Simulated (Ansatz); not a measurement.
# O on Ni(111): change of the work function

How does O on the fcc site change the work function of Ni(111) as the layer fills?

Calculated with Ansatz 0.2.0; plane-wave DFT, PBE, Ansatz PAW.

**1. Starting point**

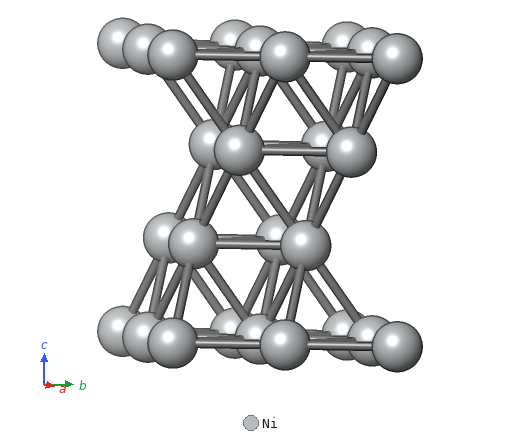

Start, viewed from the side, with the c axis up; nickel light grey. 2×2×1 cells are drawn. Some periodic images of atoms are drawn too.

The cell holds 4 atoms: 4 Ni. Cell: a = 2.489 Å, b = 2.489 Å, c = 24.097 Å, α = 90.0°, β = 90.0°, γ = 60.0°. Vacuum lies along c.

**2. The clean slab**

The bare slab comes first, as the zero from which every change is counted. The two lowest layers are held at bulk places and the upper ones relax. The dipole correction removes the false field that a one-sided slab makes across the periodic vacuum, so each face gets a flat vacuum level of its own.

input.yaml

```yaml
crystal:
  lattice:
    - [2.4890158698, 0.0, 0.0]
    - [1.2445079349, 2.1555509736, 0.0]
    - [0.0, 0.0, 24.0968188426]
  atoms:
    - { symbol: Ni, position: [0.0, 0.0, 0.3734932839], spin: 0.7 }
    - { symbol: Ni, position: [0.3333333333, 0.3333333333, 0.4578310946], spin: 0.7 }
    - { symbol: Ni, position: [0.6666666667, 0.6666666667, 0.5421689054], spin: 0.7 }
    - { symbol: Ni, position: [0.0, 0.0, 0.6265067161], spin: 0.7 }
magnetization:
  spin_polarized: true
kpoints:
  mp_grid: { grid: [12, 12, 1] }
hamiltonian:
  xc: pbe
scf:
  occupations: { method: fermi_dirac, width: 0.1 }
  convergence: { dr2_threshold: 1.0e-08 }
efield:
  axis: 3
  dipole_correction: true
  ramp_position: 0.97
  ramp_width: 0.06
relax:
  f_tol: 0.02
  max_steps: 60
  constraints: [{ sites: [0, 1] }]
output:
  write_potential: true
  write_density: true
  volumetric_format: npy
```

The run is started by

```bash
ansatz run input.yaml --threads 4 --pin off --max-ram 6144MiB --backend cpu --events-out ev --progress --plain --runs-dir out
```

Numbers of over 12 decimals in the logs are rounded to 6 here.

The log of the run:

```text
Engine: ansatz 0.2.0, x86_64-unknown-linux-gnu
Pseudopotentials: kind: paw
Pseudopotential: Ni, paw, valence charge 18, recommended cutoff 420 eV (normal), Ni.paw.azcp
Functional definition: PBE
  parameter kappa = 0.804
  parameter beta = 0.066725
  exchange = pbe_x(kappa = kappa, mu = beta*pi^2/3)
  correlation = pbe_c(beta = beta)
Crystal: 4 atoms, lattice volume = 129.284 Å³
Basis set: ecut = 420 eV, 2439 PW (Γ), exchange–correlation on 36×36×324 points (8 copies of the dense FFT grid, shifted against one another)
Bands: 45, of which v1, the nominal top of the filled ones, is band 36 counted from 1 (35 counted from 0)
Symmetry: 6 space group operations
k-points: 19 of 144 (time reversal used)
Non-local potential: Ni, projectors of the file, l = 0: 3, l = 1: 2, l = 2: 3, l = 3: 1
PAW form: soft (Blöchl's): semilocal exchange-correlation on the pseudo side does not see the compensation charge
PAW one-centre angular grid: Ni, 590 points (default); XC on 64 Gauss nodes
Initial density: superposition of atomic densities (neutral atoms: chi_scale 0, normalization atom)
Starting moments: Σ|m| = 2.8 μB on 4 of 4 sites
Initial wavefunctions: pseudopotential atomic-orbital guess
Functional: x = pbe(κ = 0.804, μ = 0.219515), c = pbe(β = 0.066725)
SCF iter   1: F=—  HF=-23353.905145 eV  |F-HF|=—  |Δ(HF+E_count)|=         —  Δρ=2.86e-2 (↑1.12e-2 ↓2.86e-2)  dr2=2.62e0  dr2_m=2.76e-1  M=2.997 μB ∫|m|=3.146 μB  β_m=1.00  ethr=3.10e-3  p=0.000 e·Å  D=5.13e-13 V/Å  ΔV_dip=-0.00 eV  dr2_dipole=4.80e-7  V_vac-E_F(+/−)=7.25/7.25 eV  ⟨swp⟩=10.9  Hψ=8806  notcnv=0  defer=16
Mixer restart at iter 1: flushing history
efield: sawtooth ramp at fractional position 0.9700 (set: `efield.ramp_position`, or a place that a band, a saddle search or an elastic batch's reference lends), width 0.0600; the density the first Hamiltonian is built on has a dipole p = 0.000 e·Å; the dipole correction subtracts the counter field D = 5.13e-13 V/Å, which shifts the + side's vacuum level by -0.00 eV against the − side's; the planar-averaged density in the ramp window peaks in size at 7.6e-6 e/Å³
preconditioner: auto → LDOS  [metal: Δε(μ)=0.005 eV  Ē_g=7.174 eV  σ=0.100 eV  W_gap=0.01  n_scr=18 (ndim 8)  ℏωp=20.7 eV  f_vac=0.604  D(μ)=7.90/eV (n_scr^D=102)]
spin=Collinear: LDOS preconditioning applied to the charge; magnetization (m = ρ↑ − ρ↓) channel mixes plain (no charge-response kernel on spin).
SCF iter   2: F=—  HF=-23354.537091 eV  |F-HF|=—  |Δ(HF+E_count)|=   6.32e-1  Δρ=1.21e-2 (↑1.21e-2 ↓9.37e-3)  dr2=4.70e-1  dr2_m=6.08e-3  M=2.950 μB ∫|m|=3.239 μB  β_m=0.32  ethr=3.10e-3  p=-0.000 e·Å  D=-1.18e-5 V/Å  ΔV_dip=0.00 eV  dr2_dipole=1.68e-7  V_vac-E_F(+/−)=6.45/6.45 eV  ⟨swp⟩=2.3  Hψ=2954  notcnv=0  defer=39
density mixer auto → msr1: a metal under ldos (density of states about μ 3.85 of a free-electron gas's, 18 screened modes)
SCF iter   3: F=—  HF=-23355.900691 eV  |F-HF|=—  |Δ(HF+E_count)|=    1.36e0  Δρ=6.31e-3 (↑6.31e-3 ↓4.98e-3)  dr2=1.22e-1  dr2_m=5.55e-3  M=2.942 μB ∫|m|=3.263 μB  β_m=0.52  ethr=6.53e-4  p=-0.000 e·Å  D=-1.94e-7 V/Å  ΔV_dip=0.00 eV  dr2_dipole=6.01e-9  V_vac-E_F(+/−)=6.01/6.01 eV  ⟨swp⟩=3.0  Hψ=2841  notcnv=0  defer=40
SCF iter   4: F=—  HF=-23357.393574 eV  |F-HF|=—  |Δ(HF+E_count)|=         —  Δρ=6.98e-3 (↑4.12e-3 ↓6.98e-3)  dr2=1.03e-1  dr2_m=3.75e-3  M=2.826 μB ∫|m|=3.215 μB  β_m=0.52  ethr=1.70e-4  p=-0.000 e·Å  D=-2.45e-6 V/Å  ΔV_dip=0.00 eV  dr2_dipole=3.16e-9  V_vac-E_F(+/−)=5.44/5.44 eV  ⟨swp⟩=3.7  Hψ=3872  notcnv=0  defer=38
SCF iter   5: F=—  HF=-23357.642354 eV  |F-HF|=—  |Δ(HF+E_count)|=   2.49e-1  Δρ=4.88e-3 (↑1.50e-3 ↓4.88e-3)  dr2=3.19e-2  dr2_m=5.57e-3  M=2.736 μB ∫|m|=3.135 μB  β_m=0.76  ethr=1.43e-4  p=0.000 e·Å  D=1.02e-6 V/Å  ΔV_dip=-0.00 eV  dr2_dipole=4.36e-9  V_vac-E_F(+/−)=5.26/5.26 eV  ⟨swp⟩=2.4  Hψ=2763  notcnv=0  defer=40
SCF iter   6: F=—  HF=-23357.693928 eV  |F-HF|=—  |Δ(HF+E_count)|=   5.16e-2  Δρ=2.88e-3 (↑1.47e-3 ↓2.88e-3)  dr2=1.26e-2  dr2_m=1.52e-3  M=2.669 μB ∫|m|=3.070 μB  β_m=0.86  ethr=4.44e-5  p=-0.000 e·Å  D=-5.88e-6 V/Å  ΔV_dip=0.00 eV  dr2_dipole=2.13e-8  V_vac-E_F(+/−)=5.15/5.15 eV  ⟨swp⟩=2.2  Hψ=2708  notcnv=0  defer=40
SCF iter   7: F=—  HF=-23357.694448 eV  |F-HF|=—  |Δ(HF+E_count)|=   5.20e-4  Δρ=2.31e-3 (↑1.35e-3 ↓2.31e-3)  dr2=9.68e-3  dr2_m=5.46e-4  M=2.662 μB ∫|m|=3.065 μB  β_m=0.72  ethr=1.75e-5  p=0.000 e·Å  D=1.37e-5 V/Å  ΔV_dip=-0.00 eV  dr2_dipole=5.05e-8  V_vac-E_F(+/−)=5.06/5.06 eV  ⟨swp⟩=2.7  Hψ=3609  notcnv=0  defer=46
SCF iter   8: F=—  HF=-23357.693229 eV  |F-HF|=—  |Δ(HF+E_count)|=   1.22e-3  Δρ=4.06e-4 (↑1.85e-4 ↓4.06e-4)  dr2=3.64e-4  dr2_m=1.71e-5  M=2.660 μB ∫|m|=3.064 μB  β_m=0.68  ethr=1.34e-5  p=-0.000 e·Å  D=-3.62e-6 V/Å  ΔV_dip=0.00 eV  dr2_dipole=1.02e-8  V_vac-E_F(+/−)=5.09/5.09 eV  ⟨swp⟩=2.0  Hψ=2577  notcnv=0  defer=48
SCF iter   9: F=—  HF=-23357.693190 eV  |F-HF|=—  |Δ(HF+E_count)|=   3.90e-5  Δρ=1.79e-4 (↑7.00e-5 ↓1.79e-4)  dr2=3.02e-5  dr2_m=1.70e-5  M=2.661 μB ∫|m|=3.067 μB  β_m=0.69  ethr=5.05e-7  p=0.000 e·Å  D=3.89e-6 V/Å  ΔV_dip=-0.00 eV  dr2_dipole=1.52e-8  V_vac-E_F(+/−)=5.09/5.09 eV  ⟨swp⟩=3.2  Hψ=3585  notcnv=0  defer=48
SCF iter  10: F=—  HF=-23357.693186 eV  |F-HF|=—  |Δ(HF+E_count)|=   3.73e-6  Δρ=5.06e-5 (↑4.29e-5 ↓5.06e-5)  dr2=1.84e-6  dr2_m=2.32e-6  M=2.661 μB ∫|m|=3.067 μB  β_m=0.80  ethr=4.19e-8  p=-0.000 e·Å  D=-3.66e-6 V/Å  ΔV_dip=0.00 eV  dr2_dipole=5.48e-9  V_vac-E_F(+/−)=5.08/5.08 eV  ⟨swp⟩=2.1  Hψ=2621  notcnv=0  defer=48
SCF iter  11: F=—  HF=-23357.693187 eV  |F-HF|=—  |Δ(HF+E_count)|=   9.70e-7  Δρ=2.04e-5 (↑1.28e-5 ↓2.04e-5)  dr2=6.06e-7  dr2_m=1.91e-7  M=2.661 μB ∫|m|=3.067 μB  β_m=0.87  ethr=2.55e-9  p=0.000 e·Å  D=7.86e-6 V/Å  ΔV_dip=-0.00 eV  dr2_dipole=2.86e-8  V_vac-E_F(+/−)=5.08/5.08 eV  ⟨swp⟩=2.0  Hψ=2534  notcnv=0  defer=48
SCF iter  12: F=—  HF=-23357.693187 eV  |F-HF|=—  |Δ(HF+E_count)|=   2.52e-7  Δρ=1.80e-5 (↑1.51e-5 ↓1.80e-5)  dr2=9.34e-7  dr2_m=1.72e-8  M=2.661 μB ∫|m|=3.067 μB  β_m=0.65  ethr=8.42e-10  p=-0.000 e·Å  D=-1.24e-5 V/Å  ΔV_dip=0.00 eV  dr2_dipole=7.48e-8  V_vac-E_F(+/−)=5.08/5.08 eV  ⟨swp⟩=2.4  Hψ=3367  notcnv=0  defer=48
SCF iter  13: F=—  HF=-23357.693187 eV  |F-HF|=—  |Δ(HF+E_count)|=   2.13e-7  Δρ=3.07e-6 (↑2.14e-6 ↓3.07e-6)  dr2=3.88e-8  dr2_m=2.54e-9  M=2.661 μB ∫|m|=3.067 μB  β_m=0.82  ethr=8.42e-10  p=-0.000 e·Å  D=-2.09e-6 V/Å  ΔV_dip=0.00 eV  dr2_dipole=9.86e-9  V_vac-E_F(+/−)=5.08/5.08 eV  ⟨swp⟩=2.1  Hψ=2507  notcnv=0  defer=48
[...]
density mixer auto → msr1: a metal under ldos (density of states about μ 3.54 of a free-electron gas's, 18 screened modes)
SCF iter   3: F=—  HF=-23357.695252 eV  |F-HF|=—  |Δ(HF+E_count)|=   3.41e-6  Δρ=3.61e-4 (↑3.61e-4 ↓2.26e-4)  dr2=1.97e-4  dr2_m=3.77e-5  M=2.664 μB ∫|m|=3.069 μB  β_m=0.44  ethr=1.15e-6  p=0.001 e·Å  D=1.05e-3 V/Å  ΔV_dip=-0.03 eV  dr2_dipole=3.96e-5  V_vac-E_F(+/−)=5.05/5.08 eV  ⟨swp⟩=1.8  Hψ=2157  notcnv=0  defer=48
SCF iter   4: F=—  HF=-23357.695307 eV  |F-HF|=—  |Δ(HF+E_count)|=   5.47e-5  Δρ=1.71e-4 (↑1.71e-4 ↓1.57e-4)  dr2=3.28e-5  dr2_m=2.05e-5  M=2.663 μB ∫|m|=3.067 μB  β_m=0.46  ethr=2.74e-7  p=0.001 e·Å  D=8.25e-4 V/Å  ΔV_dip=-0.02 eV  dr2_dipole=2.72e-8  V_vac-E_F(+/−)=5.06/5.08 eV  ⟨swp⟩=1.5  Hψ=1939  notcnv=0  defer=48
SCF iter   5: F=—  HF=-23357.695322 eV  |F-HF|=—  |Δ(HF+E_count)|=   1.50e-5  Δρ=7.38e-5 (↑5.22e-5 ↓7.38e-5)  dr2=5.12e-6  dr2_m=4.01e-6  M=2.662 μB ∫|m|=3.067 μB  β_m=0.61  ethr=4.56e-8  p=0.000 e·Å  D=6.00e-4 V/Å  ΔV_dip=-0.01 eV  dr2_dipole=8.33e-7  V_vac-E_F(+/−)=5.07/5.08 eV  ⟨swp⟩=2.1  Hψ=2955  notcnv=0  defer=48
SCF iter   6: F=—  HF=-23357.695328 eV  |F-HF|=—  |Δ(HF+E_count)|=   6.07e-6  Δρ=4.56e-5 (↑4.34e-5 ↓4.56e-5)  dr2=5.60e-6  dr2_m=7.70e-7  M=2.661 μB ∫|m|=3.066 μB  β_m=0.57  ethr=7.11e-9  p=0.000 e·Å  D=4.49e-4 V/Å  ΔV_dip=-0.01 eV  dr2_dipole=1.57e-7  V_vac-E_F(+/−)=5.07/5.08 eV  ⟨swp⟩=3.2  Hψ=3570  notcnv=0  defer=48
SCF iter   7: F=—  HF=-23357.695328 eV  |F-HF|=—  |Δ(HF+E_count)|=   4.50e-7  Δρ=2.50e-5 (↑2.50e-5 ↓1.50e-5)  dr2=2.58e-6  dr2_m=2.43e-7  M=2.661 μB ∫|m|=3.065 μB  β_m=0.52  ethr=7.11e-9  p=0.000 e·Å  D=3.65e-4 V/Å  ΔV_dip=-0.01 eV  dr2_dipole=9.17e-7  V_vac-E_F(+/−)=5.07/5.08 eV  ⟨swp⟩=2.1  Hψ=2796  notcnv=0  defer=48
SCF iter   8: F=—  HF=-23357.695328 eV  |F-HF|=—  |Δ(HF+E_count)|=   1.03e-7  Δρ=1.02e-5 (↑9.79e-6 ↓1.02e-5)  dr2=4.18e-8  dr2_m=1.01e-7  M=2.661 μB ∫|m|=3.065 μB  β_m=0.69  ethr=3.58e-9  p=0.000 e·Å  D=3.80e-4 V/Å  ΔV_dip=-0.01 eV  dr2_dipole=2.27e-9  V_vac-E_F(+/−)=5.07/5.08 eV  ⟨swp⟩=2.4  Hψ=2337  notcnv=0  defer=48
SCF iter   9: F=—  HF=-23357.695329 eV  |F-HF|=—  |Δ(HF+E_count)|=   1.87e-7  Δρ=4.88e-6 (↑4.08e-6 ↓4.88e-6)  dr2=1.37e-7  dr2_m=1.15e-8  M=2.660 μB ∫|m|=3.065 μB  β_m=0.62  ethr=5.80e-11  p=0.000 e·Å  D=3.76e-4 V/Å  ΔV_dip=-0.01 eV  dr2_dipole=2.33e-9  V_vac-E_F(+/−)=5.07/5.08 eV  ⟨swp⟩=3.1  Hψ=3709  notcnv=0  defer=48
SCF iter  10: F=—  HF=-23357.695329 eV  |F-HF|=—  |Δ(HF+E_count)|=   2.00e-9  Δρ=2.48e-6 (↑2.48e-6 ↓2.27e-6)  dr2=2.53e-8  dr2_m=3.11e-9  M=2.660 μB ∫|m|=3.065 μB  β_m=0.56  ethr=5.80e-11  p=0.000 e·Å  D=3.70e-4 V/Å  ΔV_dip=-0.01 eV  dr2_dipole=7.80e-9  V_vac-E_F(+/−)=5.07/5.08 eV  ⟨swp⟩=2.3  Hψ=3260  notcnv=0  defer=48
SCF iter  11: F=—  HF=-23357.695329 eV  |F-HF|=—  |Δ(HF+E_count)|=   4.09e-9  Δρ=1.37e-6 (↑1.37e-6 ↓1.25e-6)  dr2=3.07e-9  dr2_m=1.06e-9  M=2.660 μB ∫|m|=3.065 μB  β_m=0.56  ethr=3.52e-11  p=0.000 e·Å  D=3.74e-4 V/Å  ΔV_dip=-0.01 eV  dr2_dipole=4.13e-10  V_vac-E_F(+/−)=5.07/5.08 eV  ⟨swp⟩=2.0  Hψ=2492  notcnv=0  defer=48
SCF iter  12: F=—  HF=-23357.695329 eV  |F-HF|=—  |Δ(HF+E_count)|=  1.09e-10  Δρ=9.57e-7 (↑9.57e-7 ↓4.74e-7)  dr2=1.33e-9  dr2_m=5.61e-10  M=2.660 μB ∫|m|=3.065 μB  β_m=0.78  ethr=4.26e-12  p=0.000 e·Å  D=3.75e-4 V/Å  ΔV_dip=-0.01 eV  dr2_dipole=7.23e-11  V_vac-E_F(+/−)=5.07/5.08 eV  ⟨swp⟩=2.1  Hψ=2475  notcnv=0  defer=48
SCF iter  13: F=—  HF=-23357.695329 eV  |F-HF|=—  |Δ(HF+E_count)|=   1.55e-9  Δρ=2.68e-6 (↑4.03e-7 ↓2.68e-6)  dr2=1.70e-8  dr2_m=1.72e-9  M=2.660 μB ∫|m|=3.065 μB  β_m=0.89  ethr=1.84e-12  p=0.000 e·Å  D=3.77e-4 V/Å  ΔV_dip=-0.01 eV  dr2_dipole=1.19e-11  V_vac-E_F(+/−)=5.07/5.08 eV  ⟨swp⟩=2.0  Hψ=2401  notcnv=0  defer=48
SCF iter  14: F=-23357.695329 eV  HF=-23357.695329 eV  |F-HF|=3.09e-9  |Δ(HF+E_count)|=  7.39e-10  Δρ=9.82e-7 (↑4.18e-7 ↓9.82e-7)  dr2=3.32e-9  dr2_m=1.19e-10  M=2.660 μB ∫|m|=3.065 μB  ethr=1.84e-12  p=0.000 e·Å  D=3.78e-4 V/Å  ΔV_dip=-0.01 eV  dr2_dipole=6.55e-10  V_vac-E_F(+/−)=5.07/5.08 eV  ⟨swp⟩=6.4  Hψ=10612  notcnv=0
SCF 3 converged in 14 iterations: F = -23357.695329 eV  dr2 = 3.32e-9
relax step   3: F+E_penalty+E_count = -23357.69532857 eV  Δ(F+E_penalty+E_count) = -7.169e-4 eV  max|allowed force component| = 2.489e-3 eV/Å  Δτ_max = 0.0193 Å  (14 SCF iters, accepted)
NSCF: frozen V_eff on 19 k-points
the band table was solved once a step of the walk had ended and its energy, with any forces and stress, was formed, with the checks that follow a solve (9223 applications of the Hamiltonian). They found nothing against the state; the energy, forces and stress were not computed again (output.eigenvalues in the input reference)
WARN: The output density's exchange-correlation potential varies sharply where the density is thin. Do not read a vacuum level from v_tot or v_xc, or from such a field of the output density. On a cell that repeats whose density bears no net charge and no dipole along the vacuum's axis use v_es (v_loc + v_h of the components); under efield.dipole_correction with no amplitude use v_es + v_field, which holds any externa [...]
SCF converged after 14 iterations
Magnetization: 2.6604 μB (37.3302 up, 34.6698 down)
Absolute magnetization: 3.0681 μB (∫|ρ↑−ρ↓|, with the PAW one-centre terms)
Spin contamination: 0.0397 ħ² per cell (⟨S²⟩ above its minimum at these occupations)
Per-site moments (μB) at R_I (Å): [(0.697093, 1.026719), (0.715500, 1.024444), (0.716982, 1.017614), (0.700575, 1.017614)]
Free energy (F): -23357.695329 eV
Harris-Foulkes:  -23357.695329 eV  (|F-HF|=3.09e-9)
Internal energy: -23357.459514 eV  (E = F + TS)
E sigma→0 (E₀):  -23357.577421 eV
Entropy (-TS):   -0.235815 eV (-58.954 meV/atom)
Fermi energy:    2.806611 eV
Dipole field:    D = 0.000421 V/Å  (p = 0.000301 e·Å, saw-weighted, corrected)
Work function:   Φ+ = 5.0720 eV   Φ− = 5.0821 eV
Levels:          The Fermi level and band energies are counted from a zero that moves with the ramp; work functions are not
--- Per-component energies (eV) ---
  E_band       = -2233.047862
  E_kinetic    = 1126.070186
  E_local      = -172553.797078  (includes V_loc(G=0)·N_el)
  E_nonlocal   = 2547.333319
  E_hartree    = 84594.329656
  E_xc         = -336.334412
  E_vxc        = -433.429833  (∫ρ·V_xc dr)
  E_paw        = -6522.740084  (= ΣΔE_a)
  E_vpaw       = -2107.890509  (= ΣTr[D̂ρ^β])
  E_aug_tail   = 0.002094  (compensation charges beyond the density's cutoff)
  E_efield     = 0.000000  (sawtooth field / dipole correction)
  E_vefield    = 0.000308  (∫n·V_field dr)
  E_ewald      = 67787.676805
  E_smearing   = -0.235815  (= −TS)
  E_closure    = -0.000000  (closes the sum)
  Σ components = -23357.695329   (vs F -23357.695329, Δ=0.00e0)
--- Forces (eV/Å), atoms counted from 1 ---
  atom   1  Ni     0.00000000    -0.00000000     0.14360215
  atom   2  Ni    -0.00000000    -0.00000000    -0.14451426
  atom   3  Ni     0.00000000     0.00000000    -0.00159028
  atom   4  Ni    -0.00000000     0.00000000     0.00248866
  max |Σ_I F_I| component: 1.37e-5 eV/Å
--- Band table (eV; the first three rows and the last of 38) ---
  k-point 0 ↑: bands = [... 32 lower, 1.4980, 1.6464, 1.6464, 2.0208, 2.0208, 2.1301, 2.1788, 2.1788, ... 5 higher]
  k-point 1 ↑: bands = [... 32 lower, 1.4402, 1.5080, 1.6627, 1.6938, 1.8504, 2.0182, 2.1827, 2.7997, ... 5 higher]
  k-point 2 ↑: bands = [... 32 lower, 1.2167, 1.3936, 1.5035, 1.6730, 2.0108, 2.1822, 2.1914, 3.6577, ... 5 higher]
  k-point 18 ↓: bands = [... 32 lower, 2.7441, 2.8850, 2.8850, 2.8927, 7.8453, 8.0826, 8.0958, 8.8517, ... 5 higher]
--- Relaxed structure (3 steps of the walk, 3 accepted, 0 SCFs on fresh bases) ---
  F+E_penalty+E_count = -23357.69532857 eV   max|allowed force component| = 2.489e-3 eV/Å
  atoms:
    - { symbol: Ni, position: [0.0, 0.0, 0.373493] }
    - { symbol: Ni, position: [0.333333, 0.333333, 0.4578310946] }
    - { symbol: Ni, position: [0.666667, 0.666667, 0.541888] }
    - { symbol: Ni, position: [0, 0.0, 0.625102] }
```

Wall time 7 s (4 threads of AMD EPYC 9R45 (Zen 5), shared host); peak memory 0.59 GiB.

The steps of the relaxation:

| step | energy less that of the first step (eV) | largest force component (eV/Å) |
| --- | --- | --- |
| 1 | 0.0000 | 0.1468 |
| 2 | -0.0014 | 0.0868 |
| 3 | -0.0021 | 0.0025 |

Forces are held to the 6 operations that the run works with; a distortion that breaks them can't arise in this run.

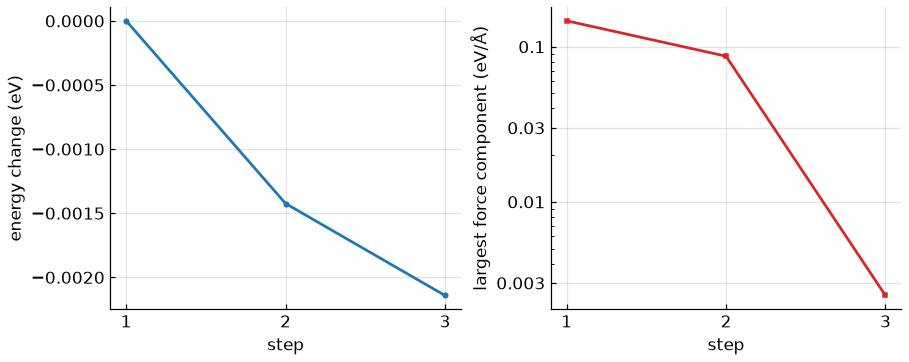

Energy and largest force along the relaxation.

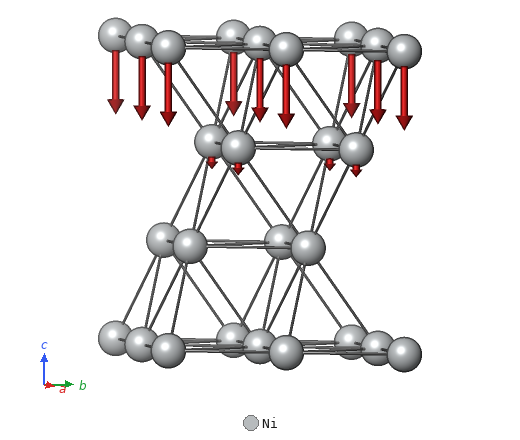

Displacements in the relaxation, exaggerated; the longest in the cell stands for 0.03 Å. 2×2×1 cells are drawn. Some periodic images of atoms are drawn too.

The atoms that moved most (Å):

| atom | dx | dy | dz | length |
| --- | --- | --- | --- | --- |
| Ni4 | 0.000 | 0.000 | -0.034 | 0.034 |
| Ni3 | 0.000 | 0.000 | -0.007 | 0.007 |

Final coordinates:

```xyz
4
Lattice="2.4890 0.0000 0.0000 1.2445 2.1556 0.0000 0.0000 0.0000 24.0968" Properties=species:S:1:pos:R:3
Ni    0.0000    0.0000    9.0000
Ni    1.2445    0.7185   11.0323
Ni    2.4890    1.4370   13.0578
Ni    0.0000    0.0000   15.0630
```

Numbers from this step:

```
energy at zero smearing   : -23357.5774 eV
total moment              : 2.660 μB
site moments              : 0.6971, 0.7155, 0.7170, 0.7006 μB
work function, upper face : 5.072 eV
dipole along the normal   : 3.01e-4 e·Å
```

Running mean over 2.032 Å of the planar mean; the ramp of the sawtooth is left out. Electron's electrostatic potential energy less the Fermi level against z:

| z (Å) | electron's electrostatic potential energy less the Fermi level (eV) |
| --- | --- |
| 3 | 5.08 |
| 4 | 5.08 |
| 5 | 5.08 |
| 6 | 5.03 |
| 7 | 4.40 |
| 8 | -3.19 |
| 9 | -10.0 |
| 10 | -10.3 |
| 11 | -10.4 |
| 12 | -10.5 |
| 13 | -10.4 |
| 14 | -10.6 |
| 15 | -10.2 |
| 16 | -3.97 |
| 17 | 4.26 |
| 18 | 5.01 |
| 19 | 5.07 |
| 20 | 5.07 |
| 21 | 5.07 |

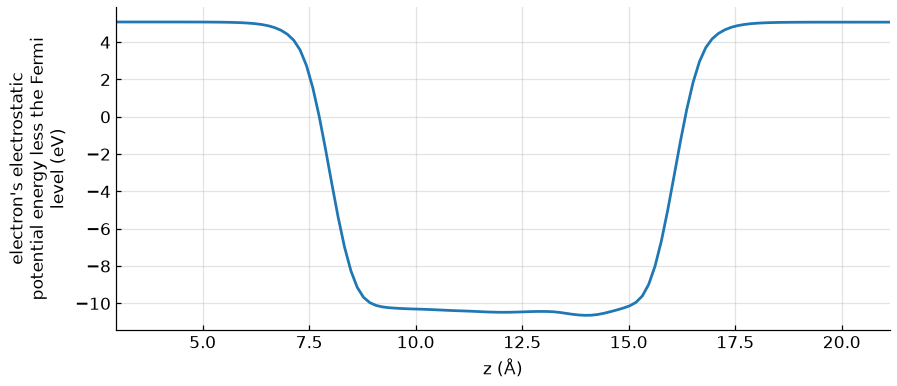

Electron's electrostatic potential energy less the Fermi level against z.

[end of part 1 of 4]

[Logs are printed without paths, hosts, clocks, repeated set-up lines and the standing remarks that a program may print on its own settings, such as how far it seeks lower states.]

[Hosts, paths, dates, database ids (printed as entryN), source tags and the programs' standing remarks are cut or masked in the printed files.]

[Maps of the electrostatic potential energy from Ansatz leave out the sawtooth potential of an applied field or a dipole correction, so their vacuum need not be flat; planar profiles and work functions include it.]
